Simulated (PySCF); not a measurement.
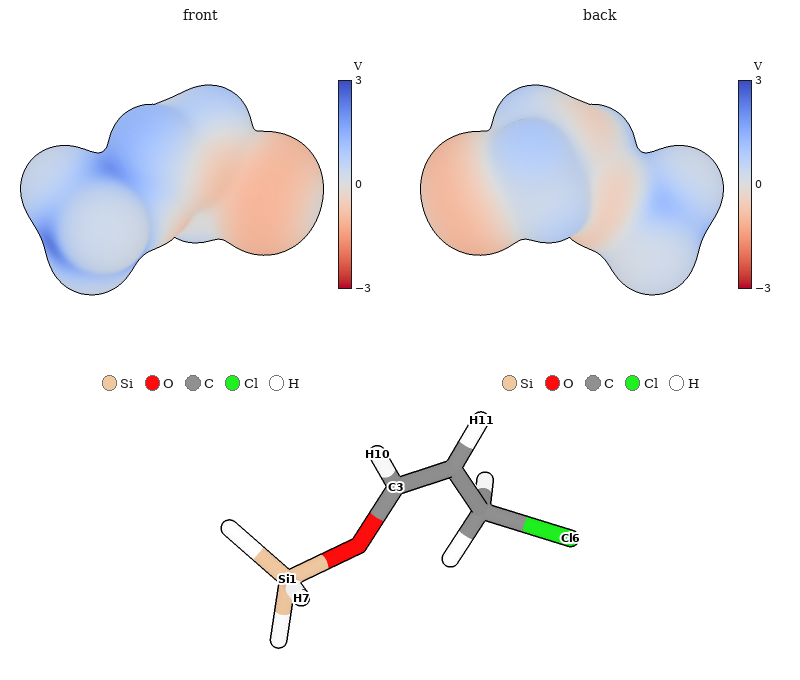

C$_{3}$H$_{7}$ClOSi (SMILES [SiH3]O/C=C\CCl). The molecular electrostatic potential painted on the density surface at 0.002 e/bohr³, seen from the front and from behind; the colour scale runs from red (negative) to blue (positive). The bare structure is drawn below in the same view.

Geometry: GFN2-xTB.

Computed with PBE0/pcSseg-1, SCF density, gas phase, non-relativistic (PySCF).

```yaml
atoms:
  - { symbol: Si, position_ang: [2.4217, -0.2335, -0.5680] }
  - { symbol: O, position_ang: [0.8093, -0.1150, -0.3505] }
  - { symbol: C, position_ang: [0.0509, 0.0156, 0.7492] }
  - { symbol: C, position_ang: [-1.2764, 0.0771, 0.7052] }
  - { symbol: C, position_ang: [-2.0539, 0.0478, -0.5603] }
  - { symbol: Cl, position_ang: [-2.9952, 1.5691, -0.7407] }
  - { symbol: H, position_ang: [3.0938, 0.9799, -0.1021] }
  - { symbol: H, position_ang: [2.9447, -1.3810, 0.1762] }
  - { symbol: H, position_ang: [2.4377, -0.4087, -2.0099] }
  - { symbol: H, position_ang: [0.5771, 0.0474, 1.6961] }
  - { symbol: H, position_ang: [-1.8310, 0.1823, 1.6234] }
  - { symbol: H, position_ang: [-2.7886, -0.7580, -0.5702] }
  - { symbol: H, position_ang: [-1.3945, -0.0225, -1.4240] }
```

Which sites attract a positive test charge, and which a negative one?

Answer. A positive charge is drawn to the negative regions and a negative charge to the positive ones. The most negative region (about −1.0 V) lies over Cl6, the most positive (about +2.0 V) over Si1.

What dipole moment does the calculation give?

Answer. Its dipole moment is 3.23 D.
